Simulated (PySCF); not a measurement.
```xyz
2

Cu    0.0000    0.0000   -0.3496
O     0.0000    0.0000    1.3754
```

All numbers below come from PBE0/cc-pVDZ(-PP), non-relativistic Hamiltonian with scalar-relativistic core potentials where named, at a bond length of 1.725 Å in PySCF.

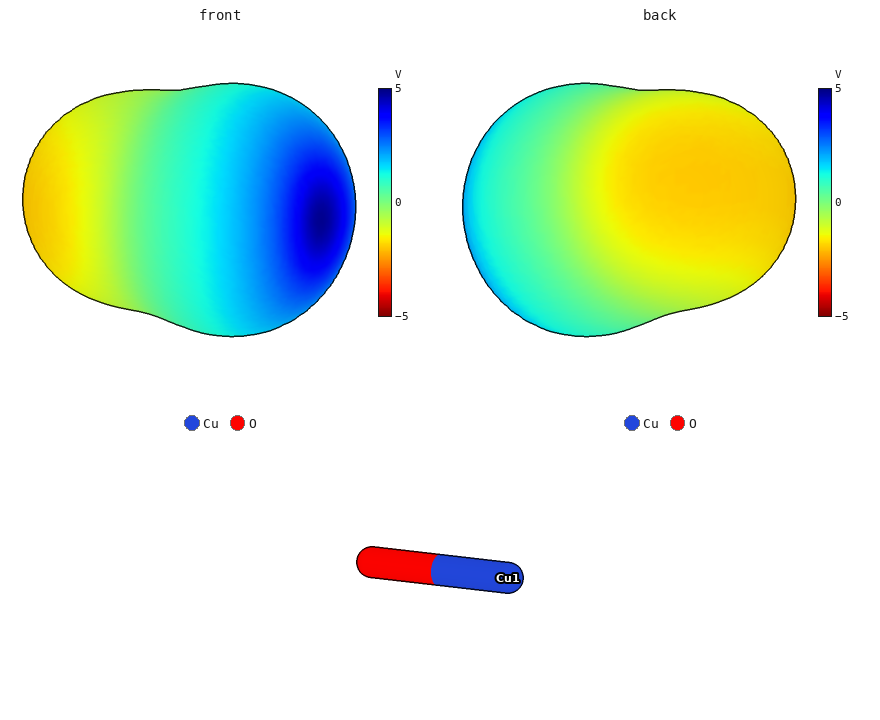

CuO (doublet). The molecular electrostatic potential painted on the density surface at 0.002 e/bohr³, seen from the front and from behind; the colour scale runs from red (negative) to blue (positive). The bare structure is drawn below in the same view.

Describe the electrostatic potential map.

The most negative region (about −2.0 V) lies over O2, the most positive (about +4.7 V) over Cu1. O2 is the likeliest acceptor of a hydrogen bond.
